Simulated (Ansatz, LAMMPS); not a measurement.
# Amorphous cis-polybutadiene (as short chains C26H42) at 500 K (204 atoms) in motion

How do the atoms of amorphous cis-polybutadiene (as short chains C26H42) at 500 K (204 atoms) move, and what local order do they keep?

Program: Ansatz 0.2.0. Level of theory: Kohn-Sham DFT, PBE+D3(BJ), PAW (set soft_2), plane waves. Results are calculated unless marked as measured.

## 1. The starting structure

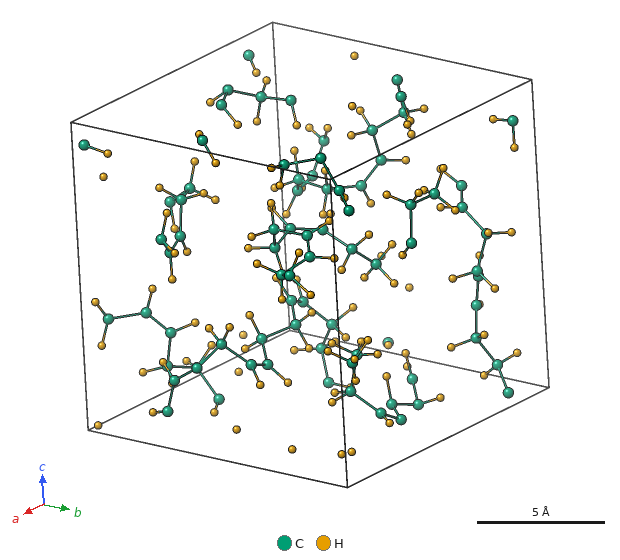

The starting structure, seen slightly off an axis (carbon teal, hydrogen orange). Bonds to atoms that aren't drawn are left out. Some periodic images of atoms are drawn too.

The cell holds 204 atoms: 78 C and 126 H. Cell: a = 12.968 Å, b = 12.968 Å, c = 12.968 Å, α = 90.0°, β = 90.0°, γ = 90.0°. 3 cis-polybutadiene chains of 6 units with methyl end groups placed at random, at 0.81 g/cm³; overlaps pushed apart, then 20 ps at 800 K with MMFF94 bonds, angles, torsions, charges and radii (Halgren, J. Comput. Chem. 17, 490 (1996)) in harmonic and 12-6 forms. Snapshot after 30 ps at 500 K and fixed volume.

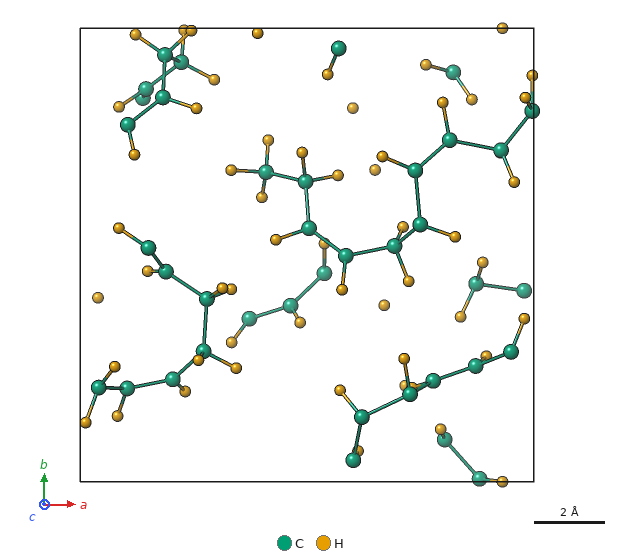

A slice 6 Å thick through the middle of the cell. Bonds to atoms that aren't drawn are left out.

Limits known from the start: The network of contacts between molecules at the start is that of the classical potential that made the cell. The density was typed from a rule of thumb and may lie off the real one at this temperature. Only the Γ point is sampled, in a cell whose shortest periodic width is 13 Å.

## 2. Single point at the start

A single point comes first, to see the forces before anything moves.

input.yaml reads:

```yaml
crystal:
  lattice:
    - [12.96832, 0.0, 0.0]
    - [0.0, 12.96832, 0.0]
    - [0.0, 0.0, 12.96832]
  atoms:
    - { symbol: C, position: [0.91355, 0.43965, 0.99474] }
    - { symbol: C, position: [0.00539, 0.38601, 0.03359] }
    - { symbol: C, position: [0.98603, 0.30343, 0.11316] }
    - { symbol: C, position: [0.97072, 0.3241, 0.21267] }
    [... 194 atom lines left out ...]
    - { symbol: H, position: [0.78198, 0.87538, 0.84656] }
    - { symbol: H, position: [0.881, 0.88882, 0.04901] }
    - { symbol: H, position: [0.77036, 0.8391, 0.01146] }
    - { symbol: H, position: [0.8777, 0.69356, 0.0272] }
    - { symbol: H, position: [0.89564, 0.71757, 0.89442] }
    - { symbol: H, position: [0.98638, 0.76193, 0.98894] }
kpoints:
  mp_grid: { grid: [1, 1, 1] }
hamiltonian:
  xc: pbe
  dispersion: d3bj
scf:
  occupations: { method: fixed }
output:
  forces: true
```

Started as:

```
$ ansatz run input.yaml --threads 4 --pin off --max-ram 8192MiB --backend cpu --events-out ev --progress --plain --runs-dir out
```

The job ended after 17 s (4 threads of Arm Neoverse V2, shared host; peak memory 2.4 GiB).

Numbers from this run:

```yaml
free_energy: -21585.5369 eV
free_energy_per_atom: -105.8115 eV/atom
scf_cycles: 10
r_m_s_force_component: 1.049 eV/Å
longest_force: 4.412 eV/Å
fermi_energy: -1.001 eV
```

The r.m.s. force component of 1.0 eV/Å sets the starting point.

Neighbours are counted within 1.34 Å (H-C), 1.85 Å (C-C).

Length of the force by element and coordination:

```csv
element,coordination,atoms,mean length of the force (eV/Å),spread,least,most
C,all,78,2.18,0.795,0.453,4.41
C,3,36,2.14,0.863,0.453,4.15
C,4,42,2.21,0.730,0.846,4.41
H,all,126,1.25,0.679,0.198,3.21
```

## 3. Dynamics at 500 K

A Langevin thermostat couples each atom to a heat bath, at the price of damped dynamics. The time step is 0.5 fs, short enough for the stretching of bonds to hydrogen.

input.yaml: that of step 2 with these lines changed.

```diff
@@ -16 +16,8 @@
   forces: true
+md:
+  timestep: 0.5
+  n_steps: 180
+  ensemble: nvt_langevin
+  temperature: 500
+  initial_velocities: maxwell_boltzmann
+  seed: 4985
```

Wall time 33 min (4 threads); peak memory 2.4 GiB; 2.1 h of CPU time.

The program notes that it switched symmetry off.

Rows from the run:

```csv
time (fs),T (K),potential (meV/atom)
0.0,498,0.0
6.0,488,0.6
12.0,476,0.3
18.0,468,0.3
24.0,455,1.8
30.0,495,-1.3
36.0,471,1.4
42.0,546,-8.8
48.0,506,-3.4
54.0,495,-1.6
60.0,509,-2.1
66.0,530,-2.6
72.0,522,-0.3
78.0,537,-4.6
84.0,444,7.2
90.0,536,-3.1
```

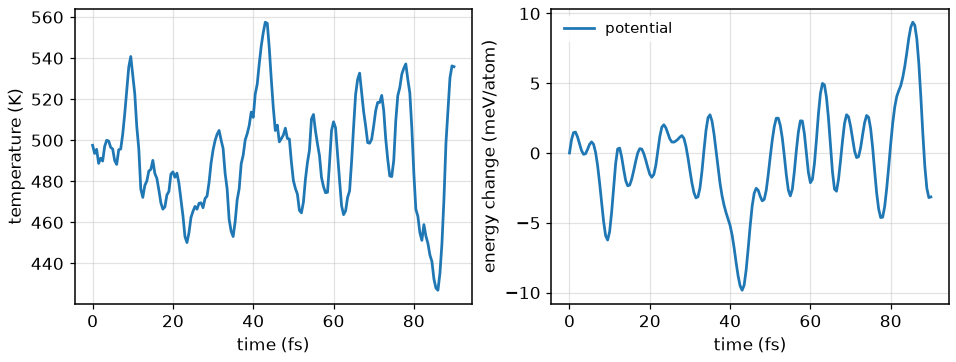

Temperature and energies against time.

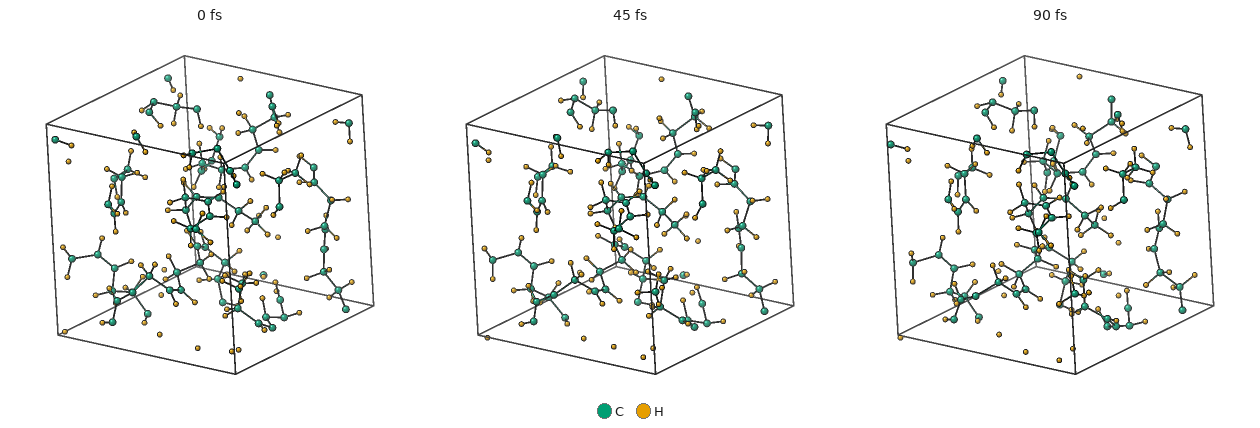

3 frames of the run. Bonds to atoms that aren't drawn are left out.

Mean square displacement from the first frame to the last: C 0.15 Å², H 0.42 Å².

Table of mean square displacement by time lag:

```csv
time lag (fs),C (Å²),H (Å²)
0.5,2.6e-5,3.0e-4
2.0,4.1e-4,0.00464
6.0,0.00330,0.0302
7.5,0.00488,0.0403
11.5,0.00972,0.0658
13.0,0.0117,0.0757
15.0,0.0142,0.0875
19.0,0.0192,0.0985
20.5,0.0211,0.0995
24.5,0.0264,0.109
26.0,0.0285,0.116
30.0,0.0345,0.137
32.0,0.0376,0.147
33.5,0.0400,0.156
37.5,0.0469,0.183
39.0,0.0496,0.192
43.0,0.0570,0.208
45.0,0.0608,0.216
```

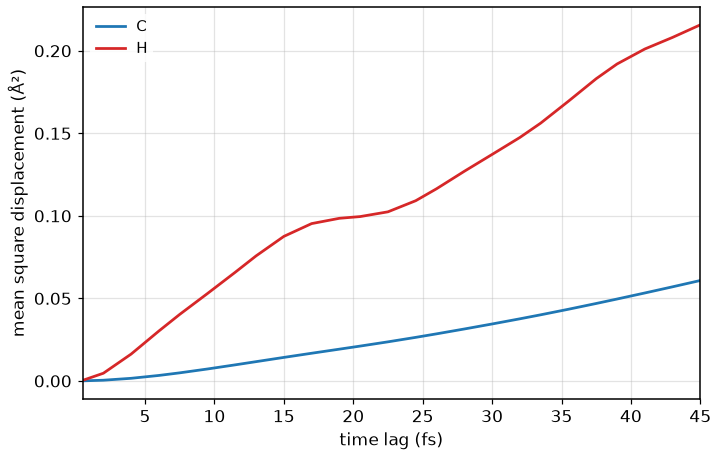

Mean square displacement against time lag.

The drift taken off is the plain mean over atoms, not the centre of mass, so with hydrogen in the cell the heavy atoms' values at short lags are too large.

Over the second half of 90 fs the temperature averages 492 K with swings of 27 K r.m.s. From first frame to last H has the largest mean square displacement, 0.42 Å² at the end; the farthest move is 1.32 Å. The run spans 0.09 ps, too short for its means to be equilibrium values.

## 4. Structure statistics late in the run

The g(r) is a mean over the second half; what follows it is taken at the last frame.

Bonds before and after, by the cutoffs listed below:

```csv
pair,bonds before,bonds after,mean before (Å),mean after (Å),spread before (Å),spread after (Å)
H-C,126,126,1.088,1.095,0.036,0.038
C-C,75,75,1.459,1.482,0.077,0.091
```

Density 0.81 g/cm³, 10.69 Å³ an atom.

Mean of 14 frames. g(r), total and by pair (bins of 0.2 Å):

```csv
r (Å),total,H-H,H-C,C-C
1.00,2.17,0.00,4.59,0.00
1.20,2.19,0.00,4.56,0.26
1.40,0.73,0.01,0.00,5.00
1.60,0.82,0.41,0.00,4.58
1.80,0.58,1.52,0.00,0.00
2.00,0.73,0.40,1.22,0.00
2.20,1.73,0.80,3.02,0.00
2.40,0.83,1.46,0.34,0.74
2.60,1.10,1.23,0.61,2.38
2.80,0.86,0.93,1.06,0.07
3.00,0.94,1.31,0.87,0.22
3.20,0.86,1.04,0.87,0.35
3.40,0.83,0.74,1.00,0.51
3.60,0.84,0.82,0.88,0.72
3.80,0.95,1.04,0.87,0.95
4.00,0.99,1.12,0.97,0.71
4.20,1.02,1.06,1.01,0.96
4.40,0.99,0.99,1.00,0.96
4.60,1.00,0.92,1.03,1.10
4.80,1.01,0.95,1.04,1.12
5.00,1.02,0.98,1.02,1.19
5.20,1.01,0.94,1.03,1.12
5.40,1.04,1.06,0.99,1.10
5.60,1.04,1.04,1.02,1.06
5.80,1.02,1.00,0.99,1.16
6.00,1.04,1.04,1.01,1.12
6.20,1.02,1.00,1.02,1.11
6.40,1.00,0.99,0.99,1.04
```

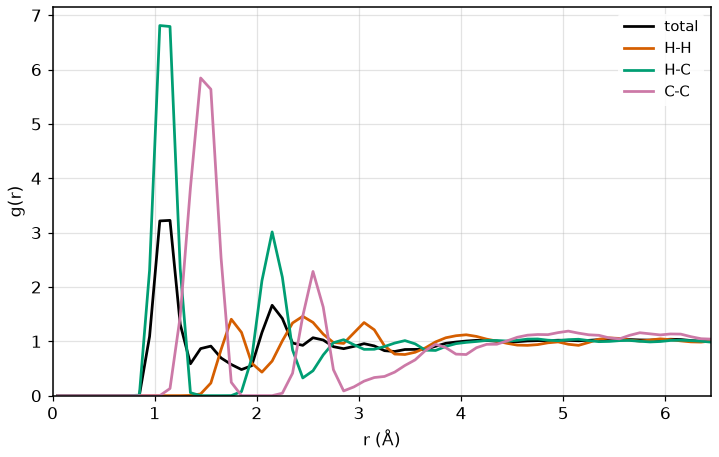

Pair distribution functions, lightly smoothed.

Bonds by pair of elements; cutoffs follow the first minimum of g(r), held within bounds set by covalent radii, and pairs that aren't listed don't count as bonded:

```csv
pair A-B,cutoff (Å),bonds,mean length (Å),spread (Å),shortest (Å),B about A,A about B
H-C,1.34,126,1.09,0.038,1.01,1,1.61
C-C,1.85,75,1.48,0.091,1.29,1.92,1.92
```

How many atoms have how many bonded neighbours:

```csv
element,mean,1,3,4
C,3.54,0,36,42
H,1,126,0,0
```

Bond angles, per cent of each kind in bins of 5°:

```csv
angle (°),C-C-H,C-C-C,H-C-H
90–95,0.4,0.0,3.7
95–100,1.3,0.0,5.6
100–105,10.7,2.8,33.3
105–110,29.5,13.9,31.5
110–115,30.8,11.1,22.2
115–120,19.7,20.8,3.7
120–125,7.3,19.4,0.0
125–130,0.4,15.3,0.0
130–135,0.0,11.1,0.0
135–140,0.0,5.6,0.0
```

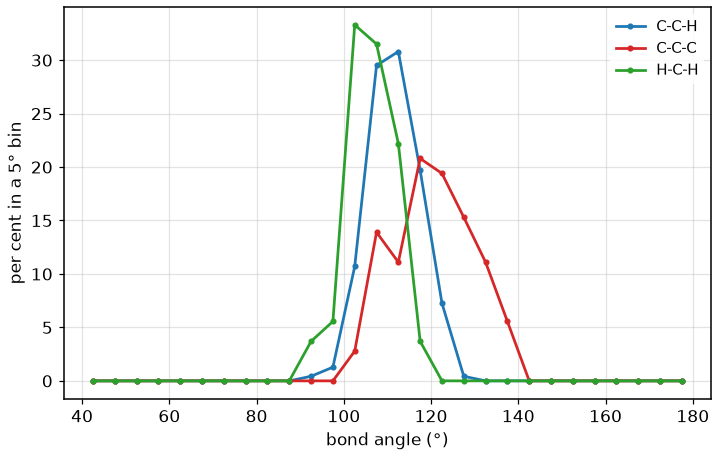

Distributions of the most common bond angles.

Bond angles (no mean is given where the spread exceeds 20°):

```csv
angle,count,mean (°),spread (°)
C-C-H,234,112,5.8
C-C-C,72,120,8.9
H-C-H,54,106,5.4
```

Bond length by coordination (bonds to H left out):

```csv
element,coordination,atoms,mean bond length (Å)
C,3,36,1.42
C,4,42,1.54
```

Counting bonds as in the table, 54 % of C atoms have 4 and all H atoms have 1 bonded neighbour. The C-C-H angle averages 112° with a spread of 6°.

## 5. Single point at the last frame

The last frame is solved again with fuller output, to read the electronic structure of a thermally displaced geometry.

input.yaml reads:

```yaml
crystal:
  lattice:
    - [12.96832, 0.0, 0.0]
    - [0.0, 12.96832, 0.0]
    - [0.0, 0.0, 12.96832]
  atoms:
    - { symbol: C, position: [0.89567, 0.42827, 0.978] }
    - { symbol: C, position: [0.99405, 0.37811, 0.03233] }
    - { symbol: C, position: [0.97115, 0.30049, 0.12054] }
    - { symbol: C, position: [0.95467, 0.33322, 0.21531] }
    [... 194 atom lines left out ...]
    - { symbol: H, position: [0.8033, 0.86817, 0.84298] }
    - { symbol: H, position: [0.94546, 0.86698, 0.02411] }
    - { symbol: H, position: [0.81683, 0.84442, 0.03294] }
    - { symbol: H, position: [0.93589, 0.67065, 0.02393] }
    - { symbol: H, position: [0.83896, 0.66755, 0.93173] }
    - { symbol: H, position: [0.9654, 0.71138, 0.90049] }
kpoints:
  mp_grid: { grid: [1, 1, 1] }
hamiltonian:
  xc: pbe
  dispersion: d3bj
scf:
  occupations: { method: fixed }
output:
  forces: true
  stress: true
  populations: true
  dos:
    method: { smearing: { sigma: 0.08 } }
    de: 0.1
    projected: { site_lists: { C: [C], H: [H] } }
  eigenvalues: true
  write_density: true
  write_potential: true
  volumetric_format: npy
```

It took 42 s on 4 threads; peak memory 2.7 GiB.

The program notes that the exchange-correlation potential is rough where the density is thin.

The run gave:

* free energy: -21586.1775 eV
* free energy per atom: -105.8146 eV/atom
* SCF cycles: 10
* pressure: 0.5839 GPa
* r.m.s. force component: 1.044 eV/Å
* longest force: 5.057 eV/Å
* Fermi energy: -1.208 eV
* gap (highest filled to lowest empty level): 4.124 eV
* spilling of the projection: 0.01235

Neighbours are counted within 1.34 Å (H-C), 1.85 Å (C-C), the cutoffs taken from the dynamics.

Length of the force by element and coordination:

```csv
element,coordination,atoms,mean length of the force (eV/Å),spread,least,most
C,all,78,2.18,0.917,0.704,5.06
C,3,36,1.97,0.950,0.704,5.06
C,4,42,2.37,0.845,1.16,4.50
H,all,126,1.17,0.675,0.216,3.75
```

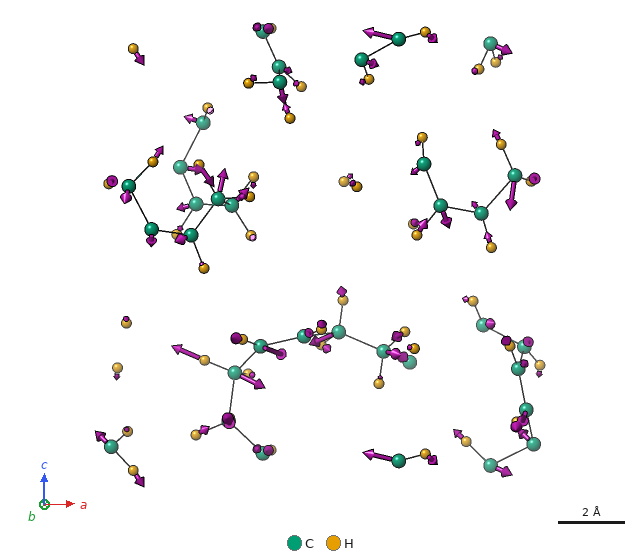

Forces as arrows; the longest in the cell is 5.06 eV/Å. Drawn is a slice 4 Å thick, seen along the normal of the ac plane. Bonds to atoms that aren't drawn are left out.

Löwdin charges by element and coordination (they lack the spilled electrons, 0.027 e an atom on average):

```csv
element,coordination,atoms,mean charge (e),spread,least,most
C,all,78,-0.224,0.0947,-0.474,-0.105
C,3,36,-0.136,0.0128,-0.159,-0.105
C,4,42,-0.299,0.0643,-0.474,-0.217
H,all,126,0.181,0.0171,0.133,0.225
```

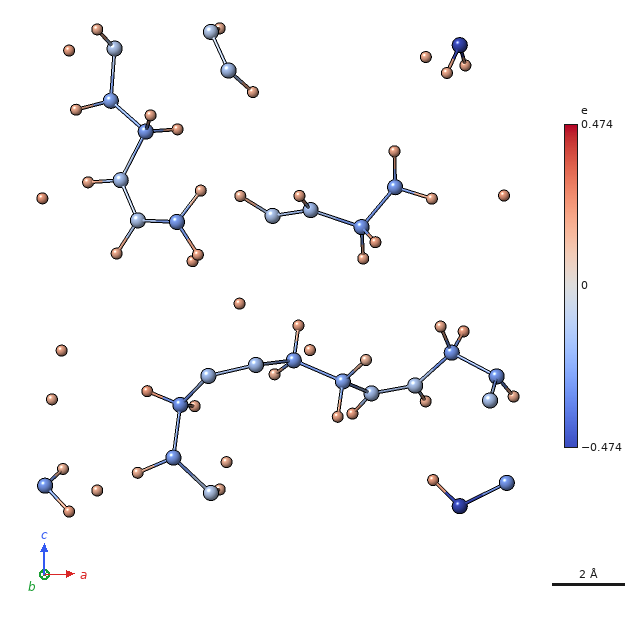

Atoms coloured by Löwdin charge. Drawn is a slice 4 Å thick, seen along the normal of the ac plane. Bonds to atoms that aren't drawn are left out.

States in the cell by windows of 1 eV, zero at the Fermi level; the larger projections on atomic orbitals stand beside the total:

```csv
from (eV),to (eV),total,C p,H s,C s
-16,-15,5.0,0.4,1.0,3.6
-15,-14,26.1,2.6,4.8,18.4
-14,-13,17.6,3.0,3.2,11.1
-13,-12,16.2,3.7,2.9,9.3
-12,-11,13.2,3.9,2.4,6.8
-11,-10,17.0,5.3,4.0,7.6
-10,-9,25.0,8.9,6.7,8.9
-9,-8,1.8,0.9,0.5,0.4
-8,-7,31.9,15.9,8.8,6.6
-7,-6,29.2,20.4,6.8,1.3
-6,-5,35.8,27.0,7.6,0.6
-5,-4,50.7,37.5,11.7,0.9
-4,-3,52.9,38.2,13.5,0.7
-3,-2,58.7,38.8,19.0,0.6
-2,-1,21.0,13.5,7.2,0.2
-1,0,32.9,29.4,3.0,0.4
0,1,3.1,2.7,0.3,0.0
1,4,0.0,0.0,0.0,0.0
4,5,34.8,23.0,5.4,2.1
```

The curve was stored every 0.100 eV, coarse against its broadening of 0.08 eV, so these counts are rough.

With fixed occupations the program's Fermi level is the highest filled level; weight inside the gap is the broadening of levels at its edges.

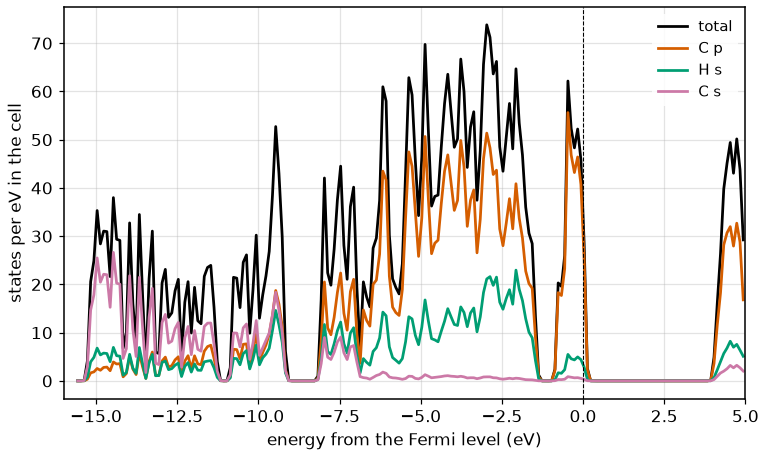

Total and projected density of states, with the broadening of the input.

The levels nearest the highest filled one (over half full), pooled over k-points and spins:

```csv
level less the highest filled one (eV),occupation
-0.172,2
-0.156,2
-0.108,2
-0.0372,2
-0.0091,2
0,2
4.12,0
4.24,0
4.31,0
4.33,0
4.39,0
4.45,0
```

Mean Löwdin charges: C -0.22, H +0.18 e (they miss 1.2 % of the electrons, so they add up to more than the cell's charge). The largest share in the top eV of filled states is C p (90 % of the projected weight), and in the lowest eV of empty states C p (75 % of the projected weight).

## 6. Outcome

| Quantity | Value |
| --- | --- |
| mean temperature, second half | 492.2 K |
| temperature swing, second half | 27.15 K |
| free energy per atom | -105.8146 eV/atom |
| pressure | 0.5839 GPa |
| r.m.s. force component | 1.044 eV/Å |
| gap (highest filled to lowest empty level) | 4.124 eV |
| wall time of the 3 DFT runs | 34 min |

**Reading.** Over the second half of 90 fs the temperature averages 492 K with swings of 27 K r.m.s. The run spans 0.09 ps, too short for its means to be equilibrium values. Counting bonds as in the table, 54 % of C atoms have 4 and all H atoms have 1 bonded neighbour. Between filled and empty levels lie 4.12 eV (at Γ alone); a semilocal functional tends to put such gaps too low. In a disordered cell it changes from sample to sample, and tail or defect levels can set it.

**Limits.** The network of contacts between molecules at the start is that of the classical potential that made the cell; DFT moved the atoms only locally, and no bond changed. The pressure of a single frame lacks the kinetic term, about 0.64 GPa here.

[Logs are printed without paths, hosts, clocks, repeated set-up lines and the standing remarks that a program may print on its own settings, such as how far it seeks lower states.]

[Hosts, paths, dates, database ids (printed as entryN), source tags and the programs' standing remarks are cut or masked in the printed files.]

[The MMFF94 radii named for the starting cell were scaled by 0.96; in molecules described by MMFF94, hydrogen bound to N, O or S took a small fixed 12-6 site in their place.]
